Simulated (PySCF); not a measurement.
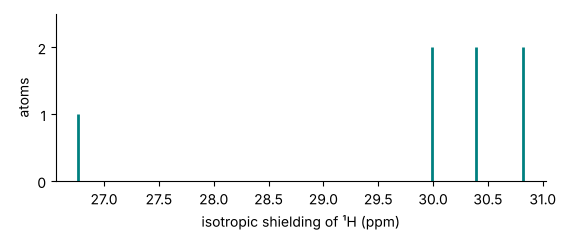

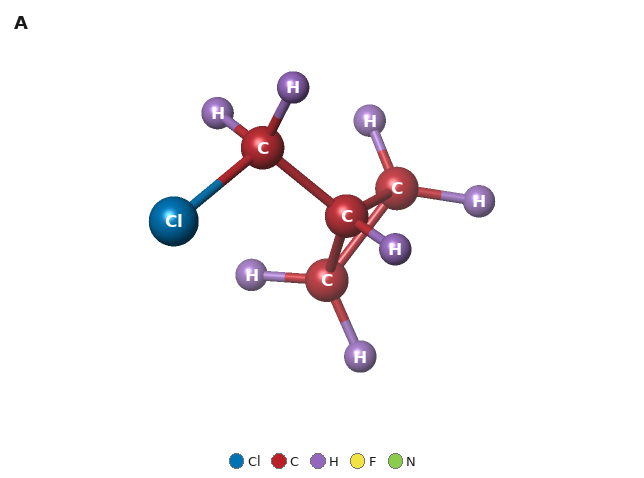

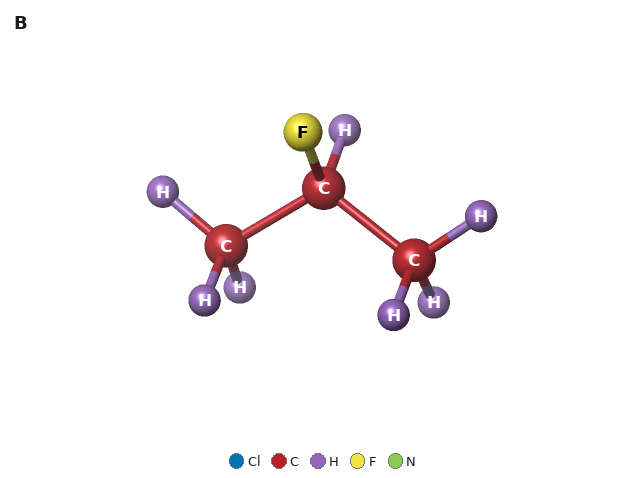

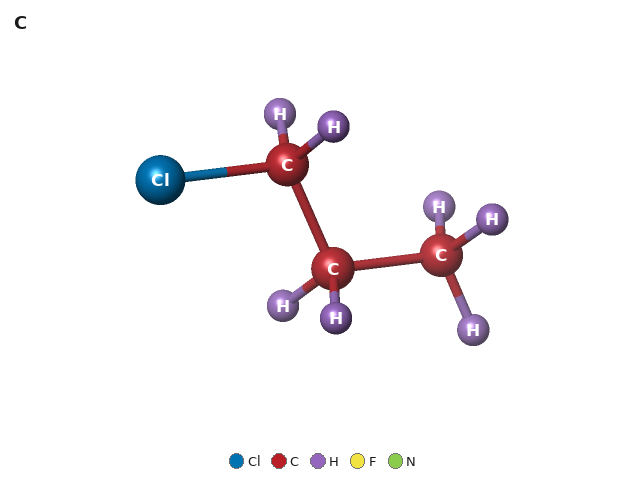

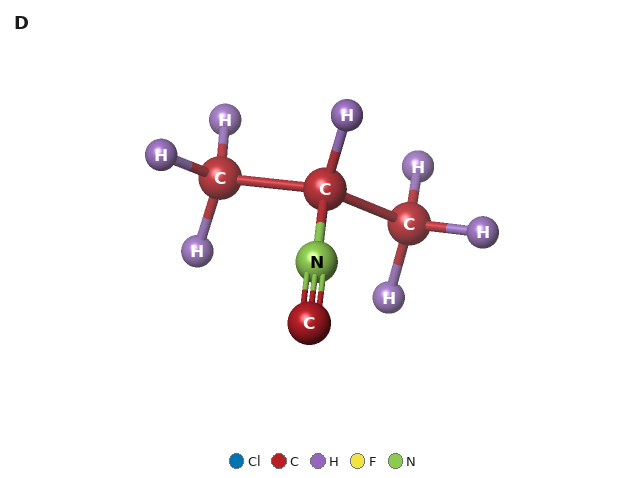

The sticks are computed shieldings of one of the molecules, for one fixed geometry (GFN2-xTB) without averaging over rotations. Low shielding means a high chemical shift. Method: GIAO PBE0/pcSseg-1 NMR shielding, non-relativistic, gas phase (PySCF 2.14.0).

Question: Match the spectrum to a structure.

Answer: B, `CC(C)F`. Its 7 H atoms give lines at 26.76, 29.99 (2 atoms), 30.39 (2 atoms), 30.82 (2 atoms) ppm.
